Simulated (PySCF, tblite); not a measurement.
**C7H12B2S: geometry, infrared bands and NMR shifts**

What infrared bands and NMR shifts should C7H12B2S (`BC1=CS[C@@H]2CC[C@H]1[C@@H]2B`) show?

Computed with tblite 0.8.0 and PySCF 2.14.0, with density-fitted response routines of our own, on a single molecule in the gas phase. Atoms count from 0, in the outputs and in this text.

## Step 1: Starting geometry

22 atoms, charge 0, multiplicity 1; geometry from: force field or distance geometry start.

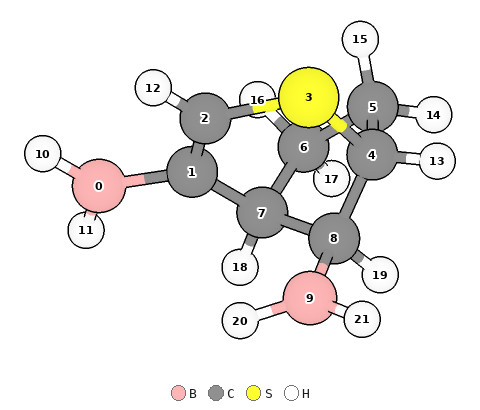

The starting geometry (boron pink, carbon grey, sulfur yellow, hydrogen white), atoms numbered.

## Step 2: Optimising the geometry with GFN2-xTB

Job settings and geometry (Å):

```
{"job": {"kind": "relax", "xc": "GFN2-xTB", "basis": "xTB"}, "charge": 0, "multiplicity": 1}
B      1.484000     0.865600     2.294800
C      0.944400     0.192500     0.966800
C      1.809000    -0.552000     0.230900
S      1.326800    -1.418400    -1.301600
C     -0.375300    -0.750200    -1.485800
C     -0.305100     0.725300    -1.911500
C     -0.418100     1.534600    -0.612800
C     -0.464500     0.494400     0.520000
C     -1.113000    -0.716000    -0.163000
B     -1.131200    -2.084500     0.682400
H      2.582900     0.693900     2.660100
H      0.758700     1.559300     2.934500
H      2.823600    -0.678000     0.561800
H     -0.921000    -1.349600    -2.252100
H     -1.154800     0.979200    -2.579600
H      0.644000     0.962000    -2.430000
H      0.430900     2.245300    -0.489000
H     -1.366000     2.111800    -0.616600
H     -1.103600     0.850300     1.365500
H     -2.183100    -0.473600    -0.357700
H     -0.681900    -2.116000     1.774800
H     -1.597000    -3.056500     0.207400
```

On the command line:

```console
> OMP_NUM_THREADS=1 python probes_run.py task.json out
```

This one command runs all jobs of the session in turn.

What it wrote:

```text
step      E/eV     max force
  0    -728.96652    1.649
  1    -729.10902    1.028
  2    -729.17173    0.718
  3    -729.20675    0.510
  4    -729.22740    0.311
  5    -729.23672    0.225
  6    -729.24387    0.185
  7    -729.24910    0.182
  8    -729.25253    0.128
  9    -729.25440    0.093
 10    -729.25555    0.086
 11    -729.25682    0.084
 12    -729.25849    0.097
 13    -729.26047    0.105
 14    -729.26234    0.097
 15    -729.26392    0.080
 16    -729.26544    0.091
 17    -729.26716    0.100
 18    -729.26911    0.128
 19    -729.27099    0.114
 20    -729.27246    0.115
 21    -729.27350    0.098
 22    -729.27430    0.059
 23    -729.27499    0.060
 24    -729.27564    0.066
 25    -729.27633    0.079
 26    -729.27711    0.070
 27    -729.27789    0.070
 28    -729.27854    0.056
 29    -729.27901    0.067
 30    -729.27939    0.057
 31    -729.27981    0.048
 32    -729.28037    0.052
 33    -729.28111    0.081
 34    -729.28203    0.118
 35    -729.28308    0.119
 36    -729.28418    0.082
 37    -729.28517    0.076
 38    -729.28588    0.062
 39    -729.28633    0.042
 40    -729.28664    0.031
 41    -729.28692    0.038
 42    -729.28720    0.038
 43    -729.28738    0.038
 44    -729.28755    0.032
 45    -729.28768    0.025
 46    -729.28788    0.039
 47    -729.28804    0.043
 48    -729.28827    0.038
 49    -729.28846    0.035
 50    -729.28868    0.041
 51    -729.28893    0.043
 52    -729.28925    0.046
 53    -729.28964    0.050
 54    -729.29006    0.047
 55    -729.29043    0.035
 56    -729.29072    0.036
 57    -729.29094    0.032
 58    -729.29112    0.027
 59    -729.29127    0.026
 60    -729.29137    0.035
 61    -729.29147    0.021
 62    -729.29156    0.018
 63    -729.29166    0.019
 64    -729.29175    0.020
 65    -729.29185    0.023
 66    -729.29194    0.026
 67    -729.29208    0.029
 68    -729.29227    0.034
 69    -729.29247    0.026
 70    -729.29261    0.022
 71    -729.29270    0.021
 72    -729.29280    0.024
 73    -729.29291    0.023
 74    -729.29300    0.020
 75    -729.29307    0.020
 76    -729.29312    0.016
 77    -729.29318    0.016
 78    -729.29324    0.018
 79    -729.29330    0.020
 80    -729.29333    0.013
 81    -729.29337    0.012
 82    -729.29340    0.012
 83    -729.29342    0.011
 84    -729.29344    0.008
```

Run time: 1.3 s. Hardware: 1 thread of Arm Neoverse N1, shared host; peak memory 0.18 GiB.

Relaxation path: (not every step is listed)

| step | energy from step 0 (eV) | largest force (eV/Å) |
| --- | --- | --- |
| 0 | 0.0000 | 1.6489 |
| 1 | -0.1425 | 1.0280 |
| 2 | -0.2052 | 0.7179 |
| 3 | -0.2402 | 0.5099 |
| 4 | -0.2609 | 0.3106 |
| 5 | -0.2702 | 0.2251 |
| 6 | -0.2774 | 0.1850 |
| 7 | -0.2826 | 0.1822 |
| 8 | -0.2860 | 0.1277 |
| 15 | -0.2974 | 0.0801 |
| 22 | -0.3078 | 0.0589 |
| 29 | -0.3125 | 0.0671 |
| 36 | -0.3177 | 0.0822 |
| 43 | -0.3209 | 0.0381 |
| 50 | -0.3222 | 0.0406 |
| 57 | -0.3244 | 0.0317 |
| 64 | -0.3252 | 0.0199 |
| 71 | -0.3262 | 0.0212 |
| 78 | -0.3267 | 0.0181 |
| 79 | -0.3268 | 0.0205 |
| 80 | -0.3268 | 0.0127 |
| 81 | -0.3269 | 0.0124 |
| 82 | -0.3269 | 0.0119 |
| 83 | -0.3269 | 0.0110 |
| 84 | -0.3269 | 0.0084 |

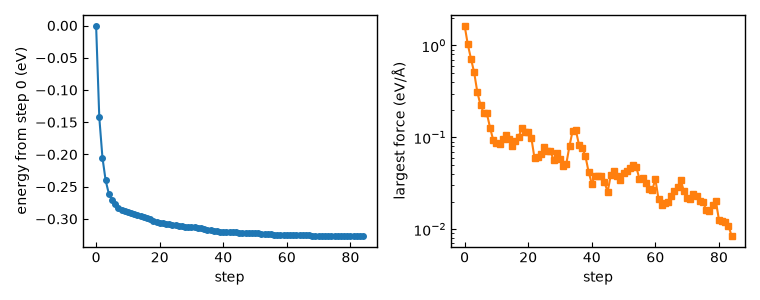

Energy and largest force along the relaxation.

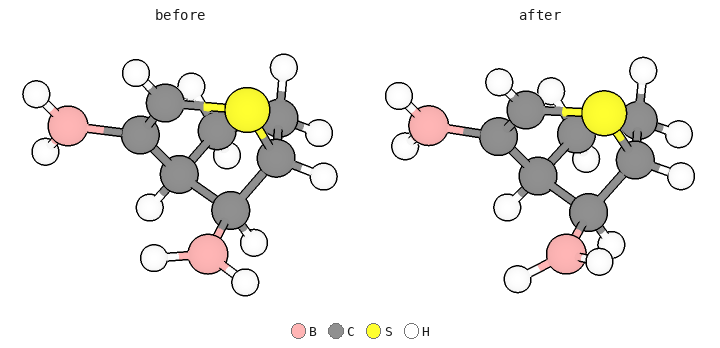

Before and after, at one scale.

Close pairs (by a distance rule), those that changed most:

| bond | before (Å) | after (Å) | change (Å) |
| --- | --- | --- | --- |
| C2–S3 | 1.825 | 1.728 | -0.097 |
| B0–C1 | 1.584 | 1.529 | -0.055 |
| C8–B9 | 1.609 | 1.572 | -0.037 |
| C7–H18 | 1.118 | 1.091 | -0.027 |
| C4–H13 | 1.115 | 1.090 | -0.026 |
| C6–H16 | 1.114 | 1.090 | -0.024 |
| B0–H11 | 1.190 | 1.171 | -0.020 |
| C5–H14 | 1.110 | 1.092 | -0.019 |

The end geometry stands in the next job.

## Step 3: Harmonic vibrations with GFN2-xTB

Job settings and geometry (Å):

```
{"job": {"kind": "ir", "xc": "GFN2-xTB", "basis": "xTB"}, "charge": 0, "multiplicity": 1}
B      1.521519     0.858989     2.248178
C      0.946600     0.220517     0.983699
C      1.714379    -0.608847     0.244309
S      1.302101    -1.383867    -1.244252
C     -0.390421    -0.714283    -1.486174
C     -0.326766     0.753714    -1.909347
C     -0.465872     1.562998    -0.605051
C     -0.467103     0.519036     0.525512
C     -1.099479    -0.719907    -0.133449
B     -1.089076    -2.064121     0.681458
H      2.607847     0.594944     2.594010
H      0.883066     1.624647     2.861711
H      2.719703    -0.858362     0.547562
H     -0.845111    -1.363089    -2.234335
H     -1.143223     0.979009    -2.598087
H      0.608910     0.971761    -2.424233
H      0.347972     2.276702    -0.478675
H     -1.404540     2.119483    -0.602353
H     -1.049490     0.863909     1.380793
H     -2.160219    -0.487644    -0.318877
H     -1.189738    -2.037491     1.845106
H     -1.031471    -3.088712     0.121647
```

What it wrote:

```text
mode    cm-1     km/mol
  1      55.2      0.45
  2     116.2      0.21
  3     137.4      0.35
  4     152.4      0.30
  5     209.1      1.01
  6     244.7      0.20
  7     287.3      2.05
  8     301.6      0.23
  9     330.1      1.88
 10     374.9      0.41
 11     440.8      0.40
 12     483.7      2.69
 13     557.5      0.38
 14     622.1      6.10
 15     680.8      6.07
 16     704.7      1.17
 17     764.3     43.21
 18     794.5     27.10
 19     802.6     52.28
 20     810.9      7.79
 21     822.4    101.59
 22     824.7     70.80
 23     867.3     26.59
 24     892.0     42.71
 25     918.2     37.84
 26     960.6      4.49
 27    1003.1      1.59
 28    1015.3      0.44
 29    1031.9      3.03
 30    1092.0      4.69
 31    1104.5      1.61
 32    1131.3      7.76
 33    1142.8      2.34
 34    1162.2      5.46
 35    1174.6      2.53
 36    1195.8     31.64
 37    1207.8      0.19
 38    1222.4      5.58
 39    1225.0      6.01
 40    1238.4     80.14
 41    1255.1     46.01
 42    1256.7    100.11
 43    1305.3      0.97
 44    1307.8      2.53
 45    1337.5     34.95
 46    1478.9      2.37
 47    1500.3      3.71
 48    1554.2    267.09
 49    2627.2    198.90
 50    2647.6     72.04
 51    2656.6    143.47
 52    2685.1    100.55
 53    2854.4     36.74
 54    2965.5      1.35
 55    2978.3     21.10
 56    2984.8     52.05
 57    2988.9     64.63
 58    2999.4     27.24
 59    3007.9     34.37
 60    3080.1     12.19
```

Wall time 1.8 s (1 thread of Arm Neoverse N1, shared host); peak memory 0.18 GiB.

Which atoms move in the most intense modes:

| cm⁻¹ | km/mol | atoms |
| --- | --- | --- |
| 822 | 101.6 | H21 14 %, H20 13 %, H12 12 %, B9 11 % |
| 1238 | 80.1 | H12 16 %, B0 15 %, H13 15 %, H10 14 % |
| 1257 | 100.1 | H18 21 %, H12 17 %, C1 13 %, C8 11 % |
| 1554 | 267.1 | C1 54 %, C2 41 % |
| 2627 | 198.9 | H11 51 %, H10 44 % |
| 2648 | 72.0 | H21 57 %, H20 38 % |
| 2657 | 143.5 | H10 48 %, H11 41 %, B0 11 % |
| 2685 | 100.5 | H20 54 %, H21 35 %, B9 11 % |

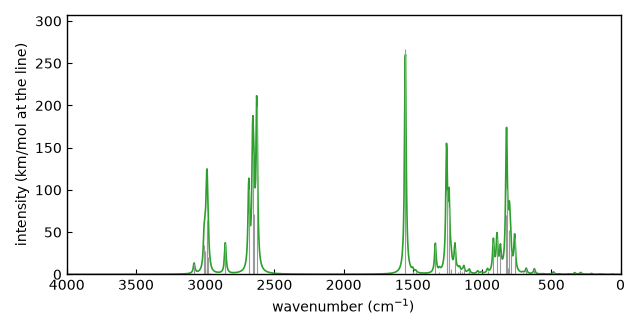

The infrared spectrum from these modes, unscaled. Lines are broadened to a width of 14 cm⁻¹ (Lorentzian).

## Step 4: NMR shieldings: PBE0/pcSseg-1

The job, as its differences from that of step 3:

```diff
@@ -1,2 +1,2 @@
-{"job": {"kind": "ir", "xc": "GFN2-xTB", "basis": "xTB"}, "charge": 0, "multiplicity": 1}
+{"job": {"kind": "nmr", "xc": "PBE0", "basis": "pcSseg-1"}, "charge": 0, "multiplicity": 1}
 B      1.521519     0.858989     2.248178
```

Method: GIAO PBE0/pcSseg-1 NMR shielding, non-relativistic, gas phase.

What it wrote:

```text
coarse grid: 18840 points
cycle   1  E = -721.0841286737  dE =  1.371e+00  |g| = 4.265e-01  |ddm| = 4.365e+00
cycle   2  E = -721.0324538899  dE =  5.167e-02  |g| = 6.103e-01  |ddm| = 1.153e+00
cycle   3  E = -721.1358649841  dE = -1.034e-01  |g| = 1.228e-01  |ddm| = 8.357e-01
cycle   4  E = -721.1396634363  dE = -3.798e-03  |g| = 4.163e-02  |ddm| = 1.706e-01
cycle   5  E = -721.1400505421  dE = -3.871e-04  |g| = 1.324e-02  |ddm| = 5.316e-02
cycle   6  E = -721.1400924696  dE = -4.193e-05  |g| = 4.239e-03  |ddm| = 1.959e-02
cycle   7  E = -721.1400967528  dE = -4.283e-06  |g| = 9.117e-04  |ddm| = 4.197e-03
final grid: 177088 points
cycle   8  E = -721.2021411268  dE = -5.814e-05  |g| = 9.915e-03  |ddm| = 4.760e-02
cycle   9  E = -721.2021101014  dE =  3.103e-05  |g| = 1.475e-02  |ddm| = 2.692e-02
cycle  10  E = -721.2021667314  dE = -5.663e-05  |g| = 1.386e-03  |ddm| = 1.845e-02
cycle  11  E = -721.2021671922  dE = -4.608e-07  |g| = 5.306e-04  |ddm| = 2.117e-03
cycle  12  E = -721.2021672602  dE = -6.799e-08  |g| = 1.384e-04  |ddm| = 6.419e-04
cycle  13  E = -721.2021672649  dE = -4.744e-09  |g| = 5.174e-05  |ddm| = 1.880e-04
cycle  14  E = -721.2021672656  dE = -7.226e-10  |g| = 1.035e-05  |ddm| = 6.294e-05
converged SCF energy = -721.2021672656

GIAO shielding tensors (ppm)
atom      isotropic    diamagn.    paramagn.     s11        s22        s33       span
  0 B       35.554     192.253    -156.698     -7.731     -1.681    116.075    123.807
  1 C       24.693     252.957    -228.264    -74.239    -23.972    172.289    246.528
  2 C       19.238     257.417    -238.179    -93.358      8.587    142.485    235.843
  3 S      321.375    1056.339    -734.964    110.347    400.993    452.785    342.438
  4 C      133.415     251.891    -118.476    113.752    135.400    151.091     37.339
  5 C      141.177     247.993    -106.816    112.732    139.470    171.329     58.597
  6 C      142.385     246.844    -104.459    110.475    147.698    168.981     58.506
  7 C      136.663     243.896    -107.232    114.107    140.893    154.990     40.882
  8 C      138.357     250.229    -111.872    109.288    135.606    170.177     60.889
  9 B       11.281     190.180    -178.899    -57.066    -35.557    126.465    183.531
 10 H       25.593      29.389      -3.796     20.555     27.604     28.618      8.063
 11 H       25.336      30.253      -4.918     19.386     27.323     29.298      9.911
 12 H       24.198      30.791      -6.593     21.971     23.246     27.376      5.404
 13 H       28.102      32.380      -4.277     23.568     26.340     34.400     10.832
 14 H       29.221      29.851      -0.630     23.552     27.394     36.718     13.166
 15 H       29.212      29.834      -0.622     25.316     28.096     34.224      8.908
 16 H       29.573      30.110      -0.537     25.992     27.932     34.796      8.804
 17 H       29.367      30.699      -1.332     23.436     27.685     36.980     13.544
 18 H       27.955      33.250      -5.295     24.007     24.999     34.858     10.851
 19 H       29.592      31.760      -2.169     24.716     28.736     35.323     10.607
 20 H       23.953      29.331      -5.378     15.942     26.412     29.504     13.563
 21 H       23.621      29.562      -5.941     15.291     26.071     29.503     14.212
```

Run time: 2.4 min. Hardware: 1 thread of Arm Neoverse N1, shared host; peak memory 1.1 GiB.

The references, computed at this level on geometries of the same kind, shield at (ppm): ¹H TMS 31.72, ¹³C TMS 186.9, ¹¹B BF3·OEt2 100.1, ³³S CS2 504. Their shielding less the atom's gives the shift. The references are single molecules in the gas phase. Atoms listed in one row are averaged.

| atoms | environment | σ (ppm) | δ (ppm) | δ scaled to CDCl3 |
| --- | --- | --- | --- | --- |
| C2 | alkene CH | 19.2 | 167.7 | 157.3 |
| C1 | fully substituted alkene carbon | 24.7 | 162.2 | 156.4 |
| C4 | sp3 CH bonded to S | 133.4 | 53.5 | 45.9 |
| C7 | allylic sp3 CH | 136.7 | 50.3 | 47.1 |
| C8 | sp3 CH bonded to B | 138.4 | 48.6 | 45.5 |
| C5 | sp3 CH2 in a ring | 141.2 | 45.7 | 42.7 |
| C6 | sp3 CH2 in a ring | 142.4 | 44.5 | 41.6 |
| H20, H21 | hydrogen on a boron bonded to C | 23.79 | 7.93 | – |
| H12 | hydrogen on an alkene CH | 24.20 | 7.52 | 7.19 |
| H10, H11 | hydrogen on a boron bonded to C | 25.46 | 6.25 | – |
| H18 | hydrogen on an allylic sp3 CH | 27.95 | 3.76 | 3.65 |
| H13 | hydrogen on an sp3 CH bonded to S | 28.10 | 3.61 | 3.51 |
| H15 | hydrogen on an sp3 CH2 in a ring | 29.21 | 2.50 | 2.47 |
| H14 | hydrogen on an sp3 CH2 in a ring | 29.22 | 2.50 | 2.46 |
| H17 | hydrogen on an sp3 CH2 in a ring | 29.37 | 2.35 | 2.32 |
| H16 | hydrogen on an sp3 CH2 in a ring | 29.57 | 2.14 | 2.13 |
| H19 | hydrogen on an sp3 CH bonded to B | 29.59 | 2.13 | 2.11 |
| B9 | boron bonded to C, 2 H | 11.3 | 88.8 | – |
| B0 | boron bonded to C, 2 H | 35.6 | 64.5 | – |
| S3 | sulfide sulfur | 321 | 182 | – |

The scaled column applies a straight-line fit of computed shieldings to shifts measured in CDCl3, with any fitted terms for Cl, Br or S neighbours (root-mean-square error 0.16 ppm for H, 1.9 ppm for C).

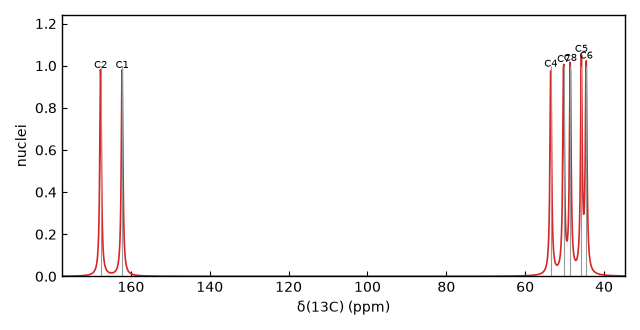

¹³C lines at the computed shifts, without couplings. Lines are broadened to a width of 0.49 ppm (Lorentzian).

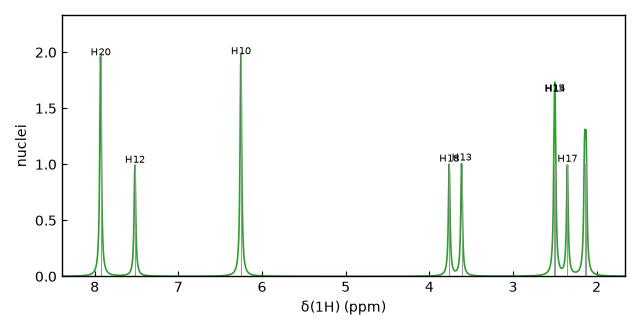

¹H lines at the computed shifts, without couplings. Lines are broadened to a width of 0.02 ppm (Lorentzian).

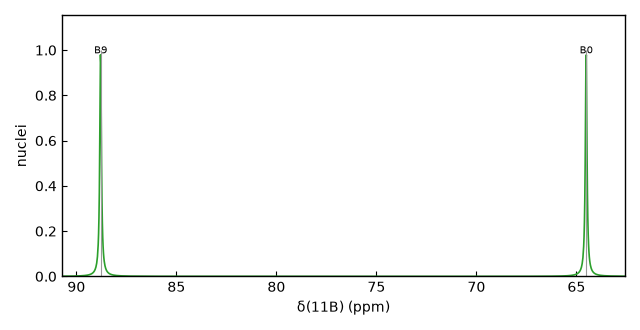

¹¹B lines at the computed shifts, without couplings. Lines are broadened to a width of 0.10 ppm (Lorentzian).

The run also stored atomic charges by several schemes (e):

| atoms | Mulliken | IAO | Hirshfeld | ESP fit |
| --- | --- | --- | --- | --- |
| B0 | 0.21 | -0.04 | 0.10 | 0.18 |
| C1 | -0.30 | -0.16 | -0.09 | -0.09 |
| C2 | -0.17 | -0.22 | -0.03 | -0.14 |
| S3 | 0.15 | 0.20 | 0.08 | -0.12 |
| C4 | -0.35 | -0.18 | -0.02 | -0.01 |
| C5 | -0.11 | -0.27 | -0.08 | -0.03 |
| C6 | -0.11 | -0.26 | -0.07 | -0.24 |
| C7 | -0.23 | -0.10 | -0.03 | 0.13 |
| C8 | -0.36 | -0.26 | -0.10 | -0.16 |
| B9 | 0.29 | 0.06 | 0.15 | 0.23 |

ESP fit charges:

B0 0.18; C1 -0.09; C2 -0.14; S3 -0.12; C4 -0.01; C5 -0.03; C6 -0.24; C7 0.13; C8 -0.16; B9 0.23; H10 -0.13; H11 -0.10; H12 0.20; H13 0.12; H14 0.04; H15 0.05; H16 0.09; H17 0.07; H18 0.02; H19 0.11; H20 -0.09; H21 -0.10

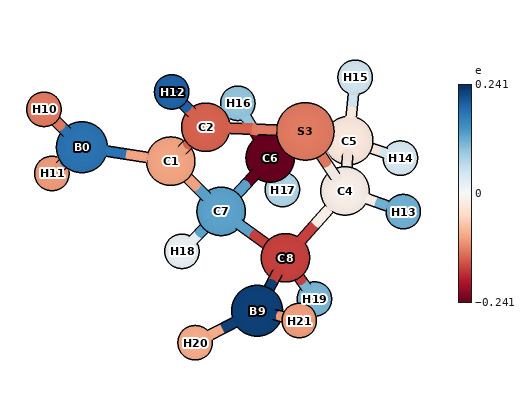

ESP fit charges, as colours on the atoms.

Mayer bond orders: B0–C1 1.09, C1–C2 1.64, C2–S3 1.14, S3–C4 0.97, C4–C5 0.97, C5–C6 1.02, C6–C7 1.01, C7–C8 0.98, C8–B9 0.95, C7–C1 0.98, C8–C4 0.97.

Ring of atoms C1, C2, S3, C4, C7, C8: NICS(0) -1.9, NICS(1) -3.0, NICS(1)zz 2.6 ppm (means of both faces).

Ring of atoms C4, C5, C6, C7, C8: NICS(0) -4.0, NICS(1) -2.7, NICS(1)zz -5.6 ppm (means of both faces).

The fields below are evaluated on a grid from the run's orbitals.

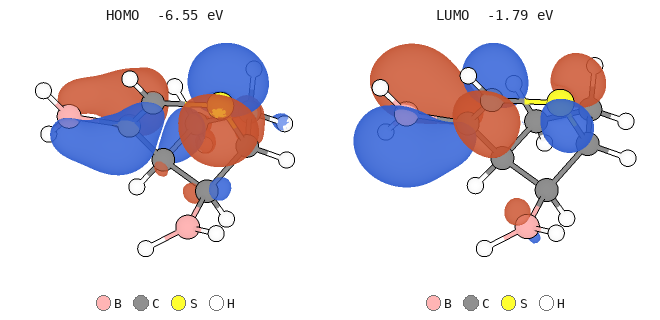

Frontier orbitals at PBE0/pcSseg-1; each surface holds 70 % of the orbital's density, blue and red mark the sign.

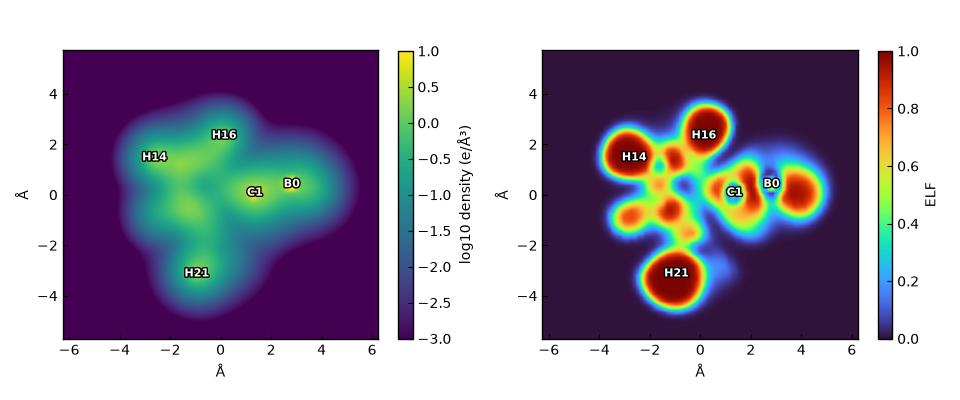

Density (left) and ELF (right) in a plane through or near 5 of the atoms.

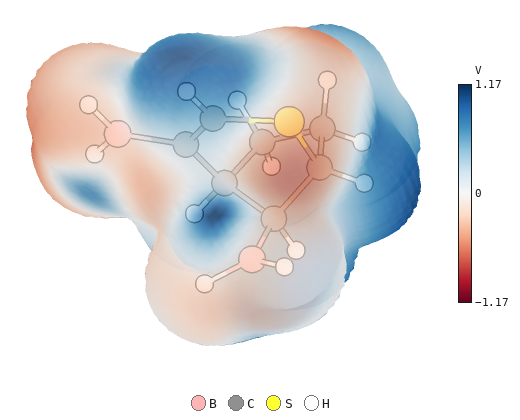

The potential that a unit positive charge feels on the 0.002 e/bohr³ surface, from -0.60 to 1.17 V.

## Step 5: Summary of results

| quantity | value |
| --- | --- |
| strongest single infrared mode (GFN2-xTB) | 1554 cm⁻¹, 267 km/mol |
| zero-point energy (GFN2-xTB) | 108.0 kcal/mol |
| ¹³C shifts against TMS (PBE0/pcSseg-1) | 167.7, 162.2, 53.5, 50.3, 48.6, 45.7, 44.5 ppm |
| ¹H shifts against TMS (PBE0/pcSseg-1, means over atoms taken as alike) | 7.93, 7.52, 6.25, 3.76, 3.61, 2.50, 2.50, 2.35, 2.14, 2.13 ppm |
| ¹¹B shifts against BF3·OEt2 (PBE0/pcSseg-1) | 88.8, 64.5 ppm |
| ³³S shifts against CS2 (PBE0/pcSseg-1) | 182 ppm |
| surface potential, least and greatest | -0.60 V and 1.17 V |

**Reading.** The optimisation took 84 steps and gained 0.327 eV; among the close pairs (by a distance rule), C2–S3 changed most, from 1.825 to 1.728 Å. No mode is imaginary among the 60: a minimum at this level. The strongest single mode, at 1554 cm⁻¹, moves mainly C1 and C2. GFN2-xTB is a fitted tight-binding method: band positions and strengths are rough. Its intensities can rank the bands wrongly. At PBE0/pcSseg-1: The widest tensor belongs to S3: span 342 ppm, with a paramagnetic part of -735 ppm. By nearest atom (PBE0/pcSseg-1), the HOMO sits on S3 43 %; C1 24 % and the LUMO on B0 32 %; C2 22 %.
